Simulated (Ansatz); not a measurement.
# What NaVSe3 (model cell, started as cubic perovskite with V in the octahedra) distorts into, part 2 of 3

Aim: this structure of NaVSe3 (model cell, started as cubic perovskite with V in the octahedra) is to be tested for unstable modes, and one is followed downhill.

Ansatz 0.2.0; DFT PBE, scalar-relativistic, plane waves, PAW; PAW set soft_1.

So far, highest frequency on the path or at a solved wavevector (cm⁻¹): step 2 (response at finite wavevector) 252. Also lowest frequency on the path (cm⁻¹): step 2 -133.

The structure was built from a prototype and need not be the compound's stable phase.

## 5. Energy along the mode, all amplitudes (two of the runs are shown above)

An imaginary frequency means negative curvature, so the energy should fall and then rise again as anharmonic terms take over.

This step gave:

* depth at the lowest point sampled: 42.89 meV/atom
* largest atomic shift at that point: 0.45 Å

Energy from the parent against largest atomic shift:

| largest atomic shift (Å) | energy from the parent (meV/atom) |
| --- | --- |
| 0.000 | 0 |
| 0.040 | -0.654 |
| 0.080 | -2.27 |
| 0.140 | -5.53 |
| 0.220 | -12.3 |
| 0.320 | -27.4 |
| 0.450 | -42.9 |
| 0.600 | -25.7 |

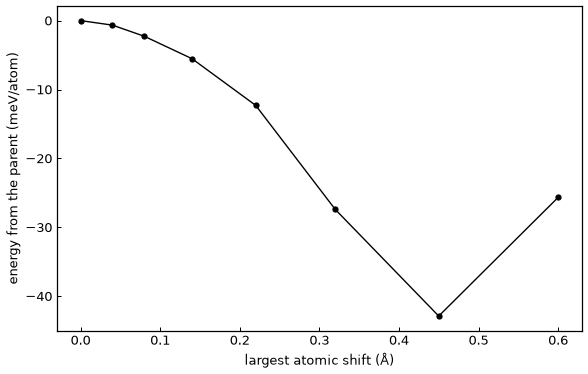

Energy from the parent, plotted against largest atomic shift.

Displacement at unit largest shift by atom:

| atom | x (Å) | y (Å) | z (Å) | size |
| --- | --- | --- | --- | --- |
| Na1 | 0.008 | -0.008 | -0.008 | 0.014 |
| V2 | -0.577 | 0.577 | 0.577 | 0.999 |
| Se3 | 0.199 | -0.199 | 0.028 | 0.283 |
| Se4 | 0.199 | 0.028 | -0.199 | 0.283 |
| Se5 | -0.028 | -0.199 | -0.199 | 0.283 |

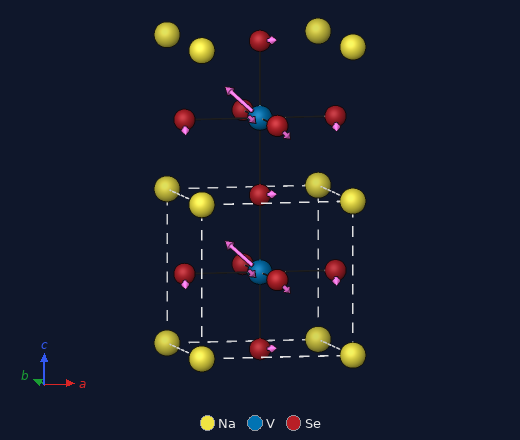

Displacement at unit largest shift as arrows, the longest 0.999 Å. 1×1×2 cells are drawn. Some periodic images of atoms are drawn too.

The lowest of the steps tried is at 0.45 Å, 42.9 meV/atom below the parent; the bottom of the well need not coincide with a step.

## 6. Relaxing from the distorted cell

Starting from the lowest point found, all atoms and the cell are let go, so that strain and other modes of the same symmetry can join in.

The input, input.yaml:

```yaml
crystal:
  lattice:
    - [4.8932201373, 0.0, 0.0]
    - [0.0, 4.8932201373, 0.0]
    - [0.0, 0.0, 4.8932201373]
  atoms:
    - { symbol: Na, position: [0.0007384228, -0.0007384228, -0.0007384228] }
    - { symbol: V, position: [0.4469045713, 0.5530954287, 0.5530954287] }
    - { symbol: Se, position: [0.5183051626, 0.4816948374, 0.0025752412] }
    - { symbol: Se, position: [0.5183051626, 0.0025752412, 0.4816948374] }
    - { symbol: Se, position: [-0.0025752412, 0.4816948374, 0.4816948374] }
kpoints:
  mp_grid: { grid: [8, 8, 8] }
hamiltonian:
  xc: pbe
  pseudopotentials: { kind: paw, azcp: { folder: soft_1 } }
scf:
  occupations: { method: methfessel_paxton, width: 0.2 }
output:
  forces: true
  stress: true
  eigenvalues: true
relax:
  adjacent_minimum: "off"
  f_tol: 0.002
  max_steps: 120
  cell: { stress_tol: 0.03 }
```

Command:

```console
ansatz run input.yaml --threads 4 --pin off --max-ram 16384MiB --backend cpu --events-out ev --progress --plain --runs-dir out
```

Numbers of over 12 decimals in the logs are rounded to 6 here.

The program printed:

```text
[...]
Crystal: 5 atoms, lattice volume = 117.161 Å³
Basis set: ecut = 420 eV, 2301 PW (Γ), exchange–correlation on 72×72×72 points (8 copies of the dense FFT grid, shifted against one another)
Bands: 42, of which v1, the nominal top of the filled ones, is band 35 counted from 1 (34 counted from 0)
Symmetry: 6 space group operations
[...]
k-points: 65 of 512 (time reversal used)
[...]
SCF iter   1: F=—  HF=-20816.306284 eV  |F-HF|=—  |Δ(HF+E_count)|=         —  Δρ=2.43e-1  dr2=1.17e2  ethr=3.10e-3  ⟨swp⟩=5.6  Hψ=9430  notcnv=0
[...]
SCF iter  13: F=-20808.681323 eV  HF=-20808.681323 eV  |F-HF|=1.66e-9  |Δ(HF+E_count)|=   9.03e-8  S|Δr|=    0.00e0  Δρ=3.29e-6  dr2=2.16e-8  ethr=1.43e-10  ⟨swp⟩=5.5  Hψ=11245  notcnv=0
SCF 1 converged in 13 iterations: F = -20808.681323 eV  dr2 = 2.16e-8
[...]
relax step   1: F+E_penalty+E_count = -20808.68132299 eV  Δ(F+E_penalty+E_count) = +0.000e0 eV  max|allowed force component| = 3.410e-1 eV/Å  Δτ_max = 0.0000 Å  P = +2.391 GPa  Ω = 117.161 Å³  (13 SCF iters, dr2 threshold 1.00e-7 eV, accepted)
Crystal: 5 atoms, lattice volume = 120.658 Å³
Basis set: ecut = 420 eV, 2373 PW (Γ), exchange–correlation on 72×72×72 points (8 copies of the dense FFT grid, shifted against one another)
[...]
SCF iter   8: F=-20808.737397 eV  HF=-20808.737397 eV  |F-HF|=4.85e-9  |Δ(HF+E_count)|=   3.09e-8  S|Δr|=    0.00e0  Δρ=3.81e-6  dr2=1.78e-8  ethr=7.14e-10  ⟨swp⟩=4.0  Hψ=9542  notcnv=0
SCF 2 converged in 8 iterations: F = -20808.737397 eV  dr2 = 1.78e-8
[...]
relax step   2: F+E_penalty+E_count = -20808.73739696 eV  Δ(F+E_penalty+E_count) = -5.607e-2 eV  max|allowed force component| = 5.540e-2 eV/Å  Δτ_max = 0.0588 Å  P = +0.239 GPa  Ω = 120.658 Å³  energy of the carried Pulay correction = -6.655e-4 eV  (8 SCF iters, dr2 threshold 5.00e-7 eV, accepted)
Crystal: 5 atoms, lattice volume = 122.369 Å³
Basis set: ecut = 420 eV, 2427 PW (Γ), exchange–correlation on 72×72×72 points (8 copies of the dense FFT grid, shifted against one another)
[...]
SCF iter   6: F=-20808.742685 eV  HF=-20808.742685 eV  |F-HF|=1.69e-8  |Δ(HF+E_count)|=   3.64e-7  S|Δr|=    0.00e0  Δρ=9.99e-6  dr2=8.13e-8  ethr=7.14e-10  ⟨swp⟩=5.2  Hψ=11575  notcnv=0
SCF 3 converged in 6 iterations: F = -20808.742685 eV  dr2 = 8.13e-8
[...]
relax step   3: F+E_penalty+E_count = -20808.74268501 eV  Δ(F+E_penalty+E_count) = -5.288e-3 eV  max|allowed force component| = 1.846e-2 eV/Å  Δτ_max = 0.0167 Å  P = -0.149 GPa  Ω = 122.369 Å³  energy of the carried Pulay correction = -9.841e-4 eV  (6 SCF iters, dr2 threshold 5.00e-7 eV, accepted)
[... from here on, the SCF cycles and remarks between the steps are left out ...]
relax step   4: F+E_penalty+E_count = -20808.74482530 eV  Δ(F+E_penalty+E_count) = -2.140e-3 eV  max|allowed force component| = 1.487e-2 eV/Å  Δτ_max = 0.0185 Å  P = -0.110 GPa  Ω = 122.497 Å³  energy of the carried Pulay correction = -1.008e-3 eV  (6 SCF iters, dr2 threshold 2.45e-7 eV, accepted)
relax step   5: F+E_penalty+E_count = -20808.74539647 eV  Δ(F+E_penalty+E_count) = -5.712e-4 eV  max|allowed force component| = 3.448e-2 eV/Å  Δτ_max = 0.0192 Å  P = +0.087 GPa  Ω = 122.342 Å³  energy of the carried Pulay correction = -9.791e-4 eV  (6 SCF iters, dr2 threshold 6.61e-8 eV, accepted)
relax step   6: F+E_penalty+E_count = -20808.74617735 eV  Δ(F+E_penalty+E_count) = -7.809e-4 eV  max|allowed force component| = 1.804e-2 eV/Å  Δτ_max = 0.0206 Å  P = +0.031 GPa  Ω = 122.396 Å³  energy of the carried Pulay correction = -9.890e-4 eV  (6 SCF iters, dr2 threshold 7.43e-8 eV, accepted)
relax step   7: F+E_penalty+E_count = -20808.74915573 eV  Δ(F+E_penalty+E_count) = -2.978e-3 eV  max|allowed force component| = 4.438e-2 eV/Å  Δτ_max = 0.1354 Å  P = -0.044 GPa  Ω = 122.388 Å³  energy of the carried Pulay correction = -9.875e-4 eV  (8 SCF iters, dr2 threshold 2.03e-8 eV, accepted)
relax step   8: F+E_penalty+E_count = -20808.74942929 eV  Δ(F+E_penalty+E_count) = -2.736e-4 eV  max|allowed force component| = 2.627e-2 eV/Å  Δτ_max = 0.0044 Å  P = -0.046 GPa  Ω = 122.452 Å³  energy of the carried Pulay correction = -9.994e-4 eV  (6 SCF iters, dr2 threshold 1.23e-7 eV, accepted)
relax step   9: F+E_penalty+E_count = -20808.74866489 eV  Δ(F+E_penalty+E_count) = +7.644e-4 eV  max|allowed force component| = 2.201e-2 eV/Å  Δτ_max = 0.1204 Å  P = +0.052 GPa  Ω = 122.974 Å³  energy of the carried Pulay correction = -1.095e-3 eV  (8 SCF iters, dr2 threshold 4.31e-8 eV, rejected (line search))
relax step  10: F+E_penalty+E_count = -20808.74988028 eV  Δ(F+E_penalty+E_count) = -4.510e-4 eV  max|allowed force component| = 6.999e-3 eV/Å  Δτ_max = 0.0327 Å  P = -0.003 GPa  Ω = 122.685 Å³  energy of the carried Pulay correction = -1.042e-3 eV  (11 SCF iters, accepted)
relax step  11: F+E_penalty+E_count = -20808.74993734 eV  Δ(F+E_penalty+E_count) = -5.706e-5 eV  max|allowed force component| = 1.032e-3 eV/Å  Δτ_max = 0.0144 Å  P = -0.016 GPa  Ω = 122.705 Å³  energy of the carried Pulay correction = -1.046e-3 eV  (7 SCF iters, dr2 threshold 3.06e-9 eV, accepted)
relax step  12: F+E_penalty+E_count = -20808.74995506 eV  Δ(F+E_penalty+E_count) = -1.773e-5 eV  max|allowed force component| = 2.006e-3 eV/Å  Δτ_max = 0.0050 Å  P = +0.025 GPa  Ω = 122.610 Å³  energy of the carried Pulay correction = -1.028e-3 eV  (8 SCF iters, accepted)
relax step  13: F+E_penalty+E_count = -20808.74994670 eV  Δ(F+E_penalty+E_count) = +8.358e-6 eV  max|allowed force component| = 1.822e-4 eV/Å  Δτ_max = 0.0003 Å  P = -0.001 GPa  Ω = 122.682 Å³  energy of the carried Pulay correction = -1.042e-3 eV  (6 SCF iters, dr2 threshold 2.51e-10 eV, accepted)
[...]
SCF iter   9: F=-20808.751130 eV  HF=-20808.751130 eV  |F-HF|=0.00e0  |Δ(HF+E_count)|=  1.46e-11  S|Δr|=    0.00e0  Δρ=3.82e-8  dr2=3.56e-12  ethr=1.00e-12  ⟨swp⟩=5.0  Hψ=12774  notcnv=0
SCF 14 converged in 9 iterations: F = -20808.751130 eV  dr2 = 3.56e-12
relax step  14: F+E_penalty+E_count = -20808.75112961 eV  Δ(F+E_penalty+E_count) = -1.183e-3 eV  max|allowed force component| = 3.036e-4 eV/Å  Δτ_max = 0.0000 Å  P = +0.002 GPa  Ω = 122.682 Å³  stress off target by 1.33e-2 GPa  SCF on the basis re-selected at this cell (its energy is not comparable with the rows above)  (9 SCF iters)
basis re-selected at this cell: Δ(F+E_penalty+E_count) = -1.183e-3 eV, ΔP = +0.003 GPa vs the last step (what re-selecting the basis moved, of the pressure what is left beyond the Pulay correction that the steps carried, after the strain that the cell walked since its last selection, with what the two solves' SCF thresholds leave and, on support functions, any second-order correction that the steps lacked; it is no m [...]
SCF converged after 9 iterations
[...]
Free energy (F): -20808.751130 eV
[...]
Internal energy: -20808.763500 eV  (E = F + TS)
E sigma→0 (E₀):  -20808.754222 eV
Entropy (-TS):   0.012370 eV (2.474 meV/atom)
Fermi energy:    6.933139 eV
[...]
--- Forces (eV/Å), atoms counted from 1 ---
  atom   1  Na    -0.00004067     0.00004067     0.00004067
  atom   2  V     -0.00029482     0.00029482     0.00029482
  atom   3  Se     0.00001584    -0.00001584    -0.00030360
  atom   4  Se     0.00001584    -0.00030360    -0.00001584
  atom   5  Se     0.00030360    -0.00001584    -0.00001584
  max |Σ_I F_I| component: 2.20e-7 eV/Å
--- Stress (GPa, compression-positive) ---
        0.002405      -0.005460      -0.005460
       -0.005460       0.002405       0.005460
       -0.005460       0.005460       0.002405
  P = ⅓ Tr σ = 0.0024 GPa (0.024 kbar)
--- Band table (eV; the first three rows and the last of 65) ---
  k-point 0: bands = [... 31 lower, 4.9318, 5.3052, 5.3052, 6.0212, 7.4622, 7.4622, 7.8902, 8.4902, ... 3 higher]
  k-point 1: bands = [... 31 lower, 4.8444, 5.2407, 5.3626, 5.9376, 7.1945, 7.5555, 7.8335, 8.4776, ... 3 higher]
  k-point 2: bands = [... 31 lower, 4.7973, 5.0415, 5.2124, 5.8198, 6.9636, 7.7506, 7.8445, 8.4347, ... 3 higher]
  k-point 64: bands = [... 31 lower, 3.7882, 6.8520, 7.0483, 7.0483, 7.2280, 7.3352, 7.3352, 9.1831, ... 3 higher]
--- Relaxed structure (13 steps of the walk, 12 accepted, 1 SCFs on fresh bases) ---
  F+E_penalty+E_count = -20808.75112961 eV   max|allowed force component| = 3.036e-4 eV/Å   (the final SCF, on the basis selected at the relaxed cell)
  cell:  # Å, volume = 122.6820 Å³
    - [4.970549, -0.091070, -0.091070]
    - [-0.091070, 4.970549, 0.091070]
    - [-0.091070, 0.091070, 4.970549]
  atoms:
    - { symbol: Na, position: [0.036335, -0.036335, -0.036335] }
    - { symbol: V, position: [0.433766, 0.566234, 0.566234] }
    - { symbol: Se, position: [0.513554, 0.486446, 0.015530] }
    - { symbol: Se, position: [0.513554, 0.015530, 0.486446] }
    - { symbol: Se, position: [-0.015530, 0.486446, 0.486446] }
```

The job ended after 2.6 min (4 threads of Arm Neoverse V1, shared host; peak memory 0.61 GiB; 10 min of CPU time).

Relaxation path:

| step | energy less that of the first step (eV) | largest force component (eV/Å) | pressure (GPa) | volume (Å³) |
| --- | --- | --- | --- | --- |
| 1 | 0.0000 | 0.3410 | 2.39 | 117.16 |
| 2 | -0.0561 | 0.0554 | 0.24 | 120.66 |
| 3 | -0.0614 | 0.0185 | -0.15 | 122.37 |
| 4 | -0.0635 | 0.0149 | -0.11 | 122.50 |
| 5 | -0.0641 | 0.0345 | 0.09 | 122.34 |
| 6 | -0.0649 | 0.0180 | 0.03 | 122.40 |
| 7 | -0.0678 | 0.0444 | -0.04 | 122.39 |
| 8 | -0.0681 | 0.0263 | -0.05 | 122.45 |
| 9 | -0.0673 | 0.0220 | 0.05 | 122.97 |
| 10 | -0.0686 | 0.0070 | 0.00 | 122.68 |
| 11 | -0.0686 | 0.0010 | -0.02 | 122.71 |
| 12 | -0.0686 | 0.0020 | 0.02 | 122.61 |
| 13 | -0.0686 | 0.0002 | 0.00 | 122.68 |
| 14* | -0.0698 | 0.0003 | 0.00 | 122.68 |

Relaxation steps marked * repeat the geometry before them on a plane-wave basis chosen anew for their cell, so energy and pressure can jump there. Relaxation step 9 was tried and not accepted.

Forces are held to the 6 operations that the run works with; a distortion that breaks them can't arise in this run.

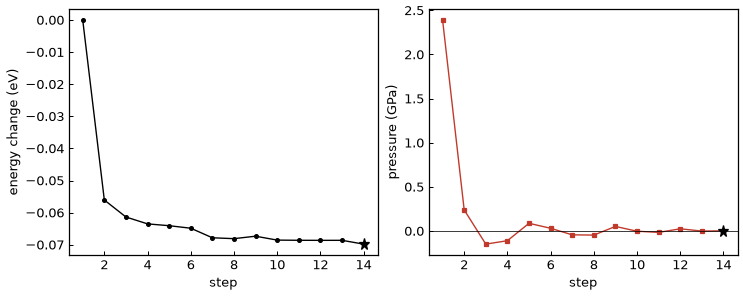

Energy and pressure along the relaxation. Stars mark steps on a basis chosen anew.

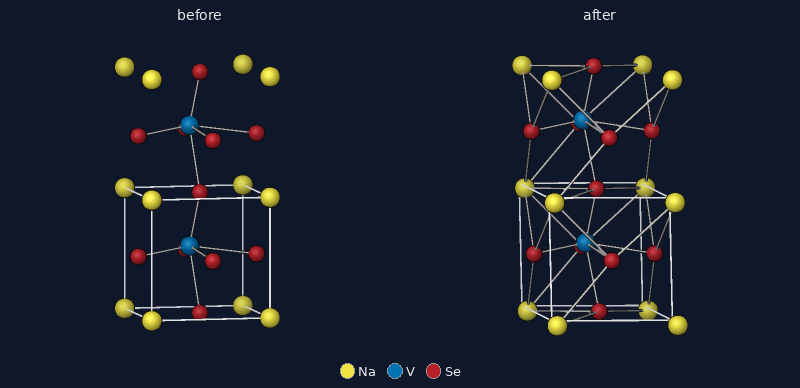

The structure before and after the relaxation, drawn at the same scale. Bonds to atoms that aren't drawn are left out.

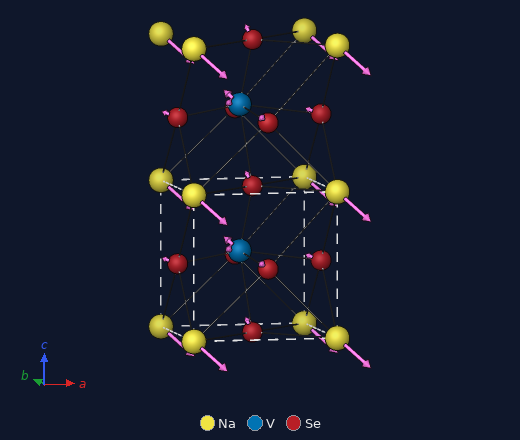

Displacements in the relaxation, exaggerated, measured against the changing cell; the longest in the cell stands for 0.32 Å. Bonds to atoms that aren't drawn are left out. 1×1×2 cells are drawn. Some periodic images of atoms are drawn too.

| conventional cell, symmetrised | before | after | change |
| --- | --- | --- | --- |
| a (Å) | 6.920 | 6.901 | -0.3 % |
| b (Å) | 6.920 | 6.901 | -0.3 % |
| c (Å) | 8.475 | 8.925 | +5.3 % |
| volume (Å³/atom) | 23.43 | 24.54 | +4.7 % |

The atoms that moved most (Å, as changes of fractional coordinates times the final cell):

| atom | dx | dy | dz | length |
| --- | --- | --- | --- | --- |
| Na1 | 0.183 | -0.183 | -0.183 | 0.318 |
| V2 | -0.068 | 0.068 | 0.068 | 0.117 |
| Se5 | -0.065 | 0.025 | 0.025 | 0.074 |
| Se3 | -0.025 | 0.025 | 0.065 | 0.074 |
| Se4 | -0.025 | 0.065 | 0.025 | 0.074 |

The relaxed structure:

```cif
data_structure
_symmetry_space_group_name_H-M 'P 1'
_symmetry_Int_Tables_number 1
_cell_length_a 4.9722
_cell_length_b 4.9722
_cell_length_c 4.9722
_cell_angle_alpha 87.882
_cell_angle_beta 92.118
_cell_angle_gamma 92.118
_cell_volume 122.68
loop_
_atom_site_label
_atom_site_type_symbol
_atom_site_fract_x
_atom_site_fract_y
_atom_site_fract_z
_atom_site_occupancy
Na1 Na 0.03634 0.96366 0.96366 1
V2 V 0.43377 0.56623 0.56623 1
Se3 Se 0.51355 0.48645 0.01553 1
Se4 Se 0.51355 0.01553 0.48645 1
Se5 Se 0.98447 0.48645 0.48645 1
```

Numbers from this step:

| Item | Value |
| --- | --- |
| pressure | 0.002405 GPa |
| volume per atom | 24.54 Å³ |

The distorted start has space group R3m; the relaxation ends in R3m.

## 7. The new phase in its own primitive cell

The relaxed structure is symmetrised, reduced to its primitive cell and relaxed tightly, as its phonons need.

input.yaml, the sections that differ from step 6:

```yaml
crystal:
  lattice:
    - [3.4503130744, 1.9920391823, 2.9749062611]
    - [-3.4503130744, 1.9920391823, 2.9749062611]
    - [0.0, -3.9840783646, 2.9749062611]
  atoms:
    - { symbol: Na, position: [0.036335337, 0.036335337, 0.036335337] }
    - { symbol: V, position: [0.4337656356, 0.4337656356, 0.4337656356] }
    - { symbol: Se, position: [0.5135535519, 0.9844700017, 0.5135535519] }
    - { symbol: Se, position: [0.9844700017, 0.5135535519, 0.5135535519] }
    - { symbol: Se, position: [0.5135535519, 0.5135535519, 0.9844700017] }
kpoints:
  mp_grid: { grid: [9, 9, 9] }
relax:
  adjacent_minimum: "off"
  f_tol: 0.001
  max_steps: 60
  cell: { stress_tol: 0.01 }
# hamiltonian, scf, output: as in step 6
```

The program printed:

```text
[...]
Crystal: 5 atoms, lattice volume = 122.682 Å³
Basis set: ecut = 420 eV, 2397 PW (Γ), exchange–correlation on 72×72×72 points (8 copies of the dense FFT grid, shifted against one another)
Bands: 42, of which v1, the nominal top of the filled ones, is band 35 counted from 1 (34 counted from 0)
Symmetry: 6 space group operations
[...]
k-points: 85 of 729 (time reversal used)
[...]
cell:  # Å, volume = 122.6753 Å³
    - [3.449350, 1.991483, 2.976406]
    - [-3.449350, 1.991483, 2.976406]
    - [0, -3.982966, 2.976406]
  atoms:
    - { symbol: Na, position: [0.036372, 0.036372, 0.036372] }
    - { symbol: V, position: [0.434000, 0.434000, 0.434000] }
    - { symbol: Se, position: [0.513466, 0.984373, 0.513466] }
    - { symbol: Se, position: [0.984373, 0.513466, 0.513466] }
    - { symbol: Se, position: [0.513466, 0.513466, 0.984373] }
[key lines of the parts left out:]
SCF converged after 6 iterations
Free energy (F): -20808.747078 eV
Fermi energy:    6.940329 eV
P = ⅓ Tr σ = 0.0001 GPa (0.001 kbar)
```

Wall time 72 s (4 threads); peak memory 0.67 GiB.

Little changed from the start: no atom moved by 0.005 Å and no cell edge by 0.1 %.

Numbers from this step:

```
pressure : 7.99e-5 GPa
```

The largest force component left is 0.64 meV/Å and the pressure is 0.000 GPa, within the tolerances set. The cell now holds 24.54 Å³/atom.

(Part 2 of 3 ends here.)

[Logs are printed without paths, hosts, clocks, repeated set-up lines and the standing remarks that a program may print on its own settings, such as how far it seeks lower states.]

[Hosts, paths, dates, database ids (printed as entryN), source tags and the programs' standing remarks are cut or masked in the printed files.]
